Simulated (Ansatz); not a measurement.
# HfBrF3: a ladder of functionals and wavefunction methods, part 2 of 2

Ansatz 0.2.0, Gaussian basis; functionals in def2-TZVPP, the program's frozen cores in correlated methods.

### Step 16. ωB97X-V (range-separated)

in.yaml

```yaml
crystal:
  periodic: [false, false, false]
  atoms:
    - {symbol: F, position_ang: [-0.834203, -0.379485, 1.687525]}
    - {symbol: Hf, position_ang: [0.009675, -0.118124, 0.017156]}
    - {symbol: F, position_ang: [1.780041, -0.769819, 0.125322]}
    - {symbol: F, position_ang: [-0.921550, -1.111556, -1.293001]}
    - {symbol: Br, position_ang: [0.015838, 2.305385, -0.578501]}
basis:
  gaussian: {orbitals: def2-TZVPP}
hamiltonian: {xc: {name: wB97X-V}}
output: {orbitals: {seedname: orbitals}}
```

Command:

```
$ ansatz run in.yaml --threads 4 --pin off --events-out ev --progress --plain --max-ram 10444MiB
```

The program printed (excerpt; [...] marks lines left out):

```text
Functional definition: wB97X-V
  name "wB97X-V"
  cite "Mardirossian & Head-Gordon, Phys. Chem. Chem. Phys. 16, 9904 (2014) doi:10.1039/C3CP54374A"
  cite "Becke, J. Chem. Phys. 107, 8554 (1997) doi:10.1063/1.475007"
  cite "Vydrov & Van Voorhis, J. Chem. Phys. 133, 244103 (2010) doi:10.1063/1.3521275"
[...]
      + integral(e_c_pw_opposite_spin*poly(b97_u_opposite, cos0, cos1)) + vv10(b, c)
1239 factors; their error is unknown
224 factors; integrals over basis functions are off by at most 4.5e-5 eV
[...]
mean field -79507.10159530 eV, -2921.8320917781 hartree, gradient 3.3e-5 eV, S^2 0.000000; 0 other end points of the search recorded, 0 dependent functions left out
reference -79507.10159312 eV, -2921.8320916983 hartree; 37, 37 occupied and 160, 160 virtual orbitals, 1239 factors
Total energy: -79507.10159312 eV, -2921.8320916983 hartree
```

Run time: 9 s. Hardware: 4 threads of Arm Neoverse V1, shared host; peak memory 0.67 GiB.

HOMO -11.62 eV, LUMO 0.87 eV.

### Step 17. ωB97M-V (range-separated)

Changes to in.yaml since step 16:

```diff
@@ -10,3 +10,3 @@
   gaussian: {orbitals: def2-TZVPP}
-hamiltonian: {xc: {name: wB97X-V}}
-output: {orbitals: {seedname: orbitals}}
+hamiltonian: {xc: {name: wB97M-V}}
+output: {forces: true, orbitals: {seedname: orbitals}}
```

Launched as before.

The program printed (excerpt; [...] marks lines left out):

```text
Functional definition: wB97M-V
  name "wB97M-V"
  cite "Mardirossian & Head-Gordon, J. Chem. Phys. 144, 214110 (2016) doi:10.1063/1.4952647"
  cite "Becke, J. Chem. Phys. 107, 8554 (1997) doi:10.1063/1.475007"
  cite "Vydrov & Van Voorhis, J. Chem. Phys. 133, 244103 (2010) doi:10.1063/1.3521275"
  # Of w^i u^j: cxij and so on, Table III.
[...]
  gx(w, u) = 1 - cx + cx01*u + cx10*w
  gss(w, u) = css00 + css04*u^4 + css10*w + css20*w^2 + css43*w^4*u^3
  gos(w, u) = cos00 + cos10*w + (cos20 + cos21*u)*w^2 + (cos60 + cos61*u)*w^6
[...]
      + integral(e_c_pw_mod_opposite_spin*gos(b97_w_opposite, b97_u_opposite)) + vv10(b, c)
1234 factors; their error is unknown
224 factors; integrals over basis functions are off by at most 4.5e-5 eV
[...]
mean field -79509.08334895 eV, -2921.9049198816 hartree, gradient 3.4e-5 eV, S^2 0.000000; 0 other end points of the search recorded, 0 dependent functions left out
[...]
reference -79509.08340239 eV, -2921.9049218455 hartree; 37, 37 occupied and 160, 160 virtual orbitals, 1234 factors
Total energy: -79509.08340239 eV, -2921.9049218455 hartree
Atom 0 at    -0.834203    -0.379485     1.687525 Å, force    -0.046326    -0.020283     0.093127 eV/Å
Atom 1 at     0.009675    -0.118124     0.017156 Å, force     0.000256     0.017571    -0.004722 eV/Å
Atom 2 at     1.780041    -0.769819     0.125322 Å, force     0.096698    -0.041632     0.007370 eV/Å
Atom 3 at    -0.921550    -1.111556    -1.293001 Å, force    -0.050870    -0.060299    -0.070103 eV/Å
Atom 4 at     0.015838     2.305385    -0.578501 Å, force     0.000241     0.104643    -0.025672 eV/Å
Dipole moment:    -0.000078    -0.013923     0.003503 e Å
```

Run time: 13 s. Hardware: 4 threads of Arm Neoverse V1, shared host; peak memory 0.71 GiB.

HOMO -11.48 eV, LUMO 0.43 eV.

### Step 18. B2PLYP (double hybrid)

Changes to in.yaml since step 17:

```diff
@@ -10,3 +10,2 @@
   gaussian: {orbitals: def2-TZVPP}
-hamiltonian: {xc: {name: wB97M-V}}
-output: {forces: true, orbitals: {seedname: orbitals}}
+hamiltonian: {xc: {name: B2PLYP}}
```

The command is unchanged.

The program printed (excerpt; [...] marks lines left out):

```text
Functional definition: B2PLYP
  name "B2PLYP"
  cite "Grimme, J. Chem. Phys. 124, 034108 (2006) doi:10.1063/1.2148954"
  cite "Becke, Phys. Rev. A 38, 3098 (1988) doi:10.1103/PhysRevA.38.3098"
  cite "Lee, Yang & Parr, Phys. Rev. B 37, 785 (1988) doi:10.1103/PhysRevB.37.785"
[...]
1318 factors; integrals over basis functions are off by at most 1.1e-3 eV
[...]
mean field -79487.87793303 eV, -2921.1256352201 hartree, gradient 7.1e-6 eV, S^2 0.000000; 0 other end points of the search recorded, 0 dependent functions left out
12 core orbitals not correlated: weight in the atoms' cores, before any rotation towards them, 1.000 or more for the frozen orbitals, at most 0.000 for the correlated occupied ones
reference -79487.87809353 eV, -2921.1256411183 hartree; 25, 25 occupied and 160, 160 virtual orbitals, 1318 factors
second order -43.57178001 eV of doubles, -0.00000000 eV of singles
Total energy: -79499.64247413 eV, -2921.5579741313 hartree
```

Run time: 5.5 s. Hardware: 4 threads of Arm Neoverse V1, shared host; peak memory 0.49 GiB.

### Step 19. PBE-QIDH (double hybrid)

Changes to in.yaml since step 18:

```diff
@@ -10,2 +10,2 @@
   gaussian: {orbitals: def2-TZVPP}
-hamiltonian: {xc: {name: B2PLYP}}
+hamiltonian: {xc: {name: PBE-QIDH}}
```

Launched as before.

The program printed (excerpt; [...] marks lines left out):

```text
Functional definition: PBE-QIDH
  name "PBE-QIDH"
  cite "Brémond, Sancho-García, Pérez-Jiménez & Adamo, J. Chem. Phys. 141, 031101 (2014) doi:10.1063/1.4890314"
  cite "Perdew, Burke & Ernzerhof, Phys. Rev. Lett. 77, 3865 (1996) doi:10.1103/PhysRevLett.77.3865"
[...]
1318 factors; integrals over basis functions are off by at most 1.1e-3 eV
[...]
mean field -79475.67319647 eV, -2920.6771194241 hartree, gradient 6.2e-6 eV, S^2 0.000000; 0 other end points of the search recorded, 0 dependent functions left out
12 core orbitals not correlated: weight in the atoms' cores, before any rotation towards them, 1.000 or more for the frozen orbitals, at most 0.000 for the correlated occupied ones
reference -79475.67321028 eV, -2920.6771199316 hartree; 25, 25 occupied and 160, 160 virtual orbitals, 1318 factors
second order -40.61293828 eV of doubles, -0.00000000 eV of singles
Total energy: -79489.21085637 eV, -2921.1746192493 hartree
```

It took 5.5 s on 4 threads of Arm Neoverse V1, shared host; peak memory 0.49 GiB.

### Step 20. Frontier levels by functional

Dipoles come from the runs that computed forces. Levels, from each run's orbital file:

| functional | HOMO (eV) | LUMO (eV) | gap (eV) | dipole (D) | time |
| --- | --- | --- | --- | --- | --- |
| LDA (SPW92) | -8.16 | -2.40 | 5.76 |  | 1.1 s |
| PBE-D4 | -7.95 | -2.08 | 5.88 | 0.00 | 2.2 s |
| revPBE-D4 | -7.88 | -1.96 | 5.92 |  | 2 s |
| BLYP-D4 | -7.78 | -1.97 | 5.81 |  | 1.9 s |
| r2SCAN-D4 | -8.32 | -1.87 | 6.45 | 0.05 | 5.5 s |
| B97M-V | -8.35 | -1.81 | 6.54 |  | 9.5 s |
| PBE0-D4 | -9.29 | -1.23 | 8.06 |  | 3.1 s |
| B3LYP-D4 | -9.01 | -1.47 | 7.54 | 0.07 | 4.4 s |
| r2SCANh-D4 | -8.80 | -1.56 | 7.24 |  | 6 s |
| r2SCAN0-D4 | -9.53 | -1.09 | 8.44 |  | 5.5 s |
| HSE06-D4 | -8.89 | -1.61 | 7.28 |  | 3.4 s |
| BHLYP-D4 | -10.44 | -0.31 | 10.13 |  | 3.1 s |
| CAM-B3LYP-D4 | -10.60 | -0.16 | 10.44 |  | 3.4 s |
| LC-ωPBE | -11.98 | 1.07 | 13.05 |  | 2.6 s |
| ωB97X-V | -11.62 | 0.87 | 12.49 |  | 9 s |
| ωB97M-V | -11.48 | 0.43 | 11.91 | 0.07 | 13 s |

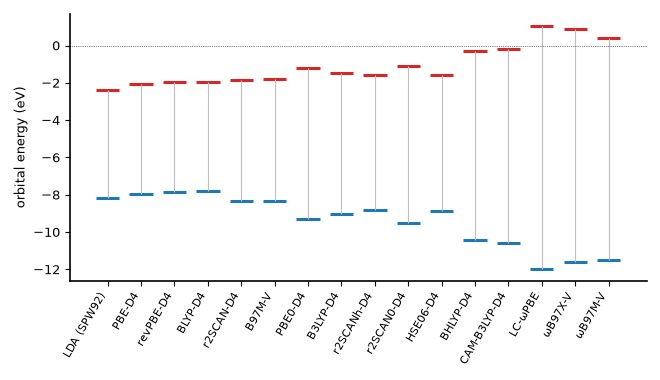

Highest occupied (blue) and lowest empty (red) level by functional.

### Step 21. CCSD(T) in def2-SVP

Changes to in.yaml since step 19:

```diff
@@ -9,3 +9,3 @@
 basis:
-  gaussian: {orbitals: def2-TZVPP}
-hamiltonian: {xc: {name: PBE-QIDH}}
+  gaussian: {orbitals: def2-SVP}
+correlation: {method: ccsd_t}
```

The command is unchanged.

The program printed (excerpt; [...] marks lines left out):

```text
Functional definition: HF
  name "HF"
  cite "Fock, Z. Phys. 61, 126 (1930) doi:10.1007/BF01340294"
  parent pbe
[...]
1005 factors; integrals over basis functions are off by at most 6.3e-4 eV
[...]
mean field -79402.52631896 eV, -2917.9890212565 hartree, gradient 1.8e-6 eV, S^2 0.000000; 0 other end points of the search recorded, 0 dependent functions left out
12 core orbitals not correlated: weight in the atoms' cores, before any rotation towards them, 1.000 or more for the frozen orbitals, at most 0.000 for the correlated occupied ones
reference -79402.52631896 eV, -2917.9890212565 hartree; 25, 25 occupied and 69, 69 virtual orbitals, 1005 factors
second order -27.48706415 eV of doubles, -0.00000000 eV of singles
cycle   1  -26.60293584 eV  change    8.8e-1 eV  update   1.6e-1
[...]
cycle   9  -27.39334575 eV  change   -3.2e-5 eV  update   2.0e-5
perturbative correction -0.62796248 eV, -0.0230771954 hartree
Total energy: -79430.54762719 eV, -2919.0187853403 hartree
```

Run time: 5.5 s. Hardware: 4 threads of Arm Neoverse V1, shared host; peak memory 0.46 GiB.

### Step 22. CCSD(T) in def2-TZVPP

Changes to in.yaml since step 21:

```diff
@@ -9,3 +9,4 @@
 basis:
-  gaussian: {orbitals: def2-SVP}
+  gaussian: {orbitals: def2-TZVPP}
 correlation: {method: ccsd_t}
+output: {orbitals: {seedname: orbitals}}
```

Same command.

The program printed (excerpt; [...] marks lines left out):

```text
Functional definition: HF
  name "HF"
  cite "Fock, Z. Phys. 61, 126 (1930) doi:10.1007/BF01340294"
  parent pbe
[...]
1318 factors; integrals over basis functions are off by at most 1.1e-3 eV
[...]
mean field -79422.08059056 eV, -2918.7076274832 hartree, gradient 1.4e-6 eV, S^2 0.000000; 0 other end points of the search recorded, 0 dependent functions left out
12 core orbitals not correlated: weight in the atoms' cores, before any rotation towards them, 1.000 or more for the frozen orbitals, at most 0.000 for the correlated occupied ones
reference -79422.08059056 eV, -2918.7076274832 hartree; 25, 25 occupied and 160, 160 virtual orbitals, 1318 factors
second order -36.43079004 eV of doubles, -0.00000000 eV of singles
cycle   1  -35.26936531 eV  change     1.2e0 eV  update   1.6e-1
[...]
cycle   9  -36.24771584 eV  change   -2.6e-5 eV  update   2.9e-5
perturbative correction -1.24285120 eV, -0.0456739391 hartree
Total energy: -79459.57115759 eV, -2920.0853804097 hartree
```

It took 60 s on 4 threads of Arm Neoverse V1, shared host; peak memory 1.9 GiB.

### Step 23. MP2 in def2-QZVPP

Changes to in.yaml since step 22:

```diff
@@ -9,4 +9,3 @@
 basis:
-  gaussian: {orbitals: def2-TZVPP}
-correlation: {method: ccsd_t}
-output: {orbitals: {seedname: orbitals}}
+  gaussian: {orbitals: "def2-QZVPP.json"}
+correlation: {method: mp2}
```

Launched as before.

The program printed:

```text
Functional definition: HF
  name "HF"
  cite "Fock, Z. Phys. 61, 126 (1930) doi:10.1007/BF01340294"
  parent pbe
  exchange = exact_x
  correlation = 0
2180 factors; integrals over basis functions are off by at most 8.6e-4 eV
mean field evaluation 1: about -79418.4204 eV, gradient 5.7e1 eV
mean field evaluation 2: about -79418.5192 eV, gradient 5.7e1 eV
mean field evaluation 4: about -79423.7993 eV, gradient 1.8e0 eV
mean field evaluation 8: about -79423.8298 eV, gradient 1.2e-1 eV
mean field -79423.82991131 eV, -2918.7719138350 hartree, gradient 3.3e-6 eV, S^2 0.000000; 0 other end points of the search recorded, 0 dependent functions left out
12 core orbitals not correlated: weight in the atoms' cores, before any rotation towards them, 1.000 or more for the frozen orbitals, at most 0.000 for the correlated occupied ones
reference -79423.82991131 eV, -2918.7719138350 hartree; 25, 25 occupied and 304, 304 virtual orbitals, 2180 factors
second order -48.40370316 eV of doubles, -0.00000000 eV of singles
Total energy: -79472.23361446 eV, -2920.5507171169 hartree
```

Wall time 13 s (4 threads of Arm Neoverse V1, shared host); peak memory 1.3 GiB.

The pieces so far (eV):

| basis | HF | MP2 correlation | CCSD correlation | (T) | total |
| --- | --- | --- | --- | --- | --- |
| def2-SVP | -79402.5263 | -27.4871 | -27.3933 | -0.6280 | -79430.5476 |
| def2-TZVPP | -79422.0806 | -36.4308 | -36.2477 | -1.2429 | -79459.5712 |
| def2-QZVPP | -79423.8299 | -48.4037 |  |  | -79472.2336 (MP2) |

The report of the def2-TZVPP run gives T1 = 0.0145.

### Step 24. The basis-set limit

This step is arithmetic on the last runs, with X = 3 and 4: exp(−7.88√X) for Hartree-Fock, X^−2.97 for correlation; only MP2 was run in the larger set, so CCSD(T) minus MP2 is added from the smaller one.

| level | energy at the limit (eV) |
| --- | --- |
| HF | -79424.0709 |
| MP2 | -79481.3434 |
| CCSD | -79481.1603 |
| CCSD(T) | -79482.4032 |

This is no true limit for total energies: MP2 correlation changes by a factor of 1.33 from triple to quadruple zeta (about 1.07 in light molecules), because outer-core shells are correlated in sets not made for them. Much of that cancels between molecule and atoms or ions.

### Step 25. RPA on PBE orbitals

Changes to in.yaml since step 23:

```diff
@@ -9,3 +9,4 @@
 basis:
-  gaussian: {orbitals: "def2-QZVPP.json"}
-correlation: {method: mp2}
+  gaussian: {orbitals: def2-TZVPP}
+hamiltonian: {xc: pbe}
+correlation: {method: rpa}
```

Same command.

The program printed (excerpt; [...] marks lines left out):

```text
Functional definition: PBE
  name "PBE"
  cite "Perdew, Burke & Ernzerhof, Phys. Rev. Lett. 77, 3865 (1996) doi:10.1103/PhysRevLett.77.3865"
  parent pbe
[...]
1318 factors; integrals over basis functions are off by at most 1.1e-3 eV
[...]
mean field -79499.38384653 eV, -2921.5484697420 hartree, gradient 4.0e-6 eV, S^2 0.000000; 0 other end points of the search recorded, 0 dependent functions left out
12 core orbitals not correlated: weight in the atoms' cores, before any rotation towards them, 1.000 or more for the frozen orbitals, at most 0.000 for the correlated occupied ones
reference -79419.62768340 eV, -2918.6174848079 hartree; 25, 25 occupied and 160, 160 virtual orbitals, 1318 factors
Total energy: -79473.12567297 eV, -2920.5834996621 hartree
```

Wall time 5.5 s (4 threads of Arm Neoverse V1, shared host); peak memory 0.46 GiB.

RPA correlation: -53.498 eV.

### Step 26. Outcome

The summary covers parts 1 to 2.

```
                               quantity                                      value
 CCSD(T) correlation energy, def2-TZVPP                                 -37.491 eV
              gap, smallest and largest  5.76 eV (LDA (SPW92)), 13.05 eV (LC-ωPBE)
                          T1 diagnostic                                     0.0145
triples share of the correlation energy                                      3.3 %
```

**Reading.** In def2-TZVPP MP2 gives 97 % of the CCSD(T) correlation energy. Orbital gaps span 5.8 to 13.0 eV; exact exchange widens them. Correlated methods include outer-core shells of Br, Hf, which these sets cover unevenly.

CCSD(T) took 5.5 s with 106 functions and 60 s with 197, while the functionals took 1.1 s to 13 s.
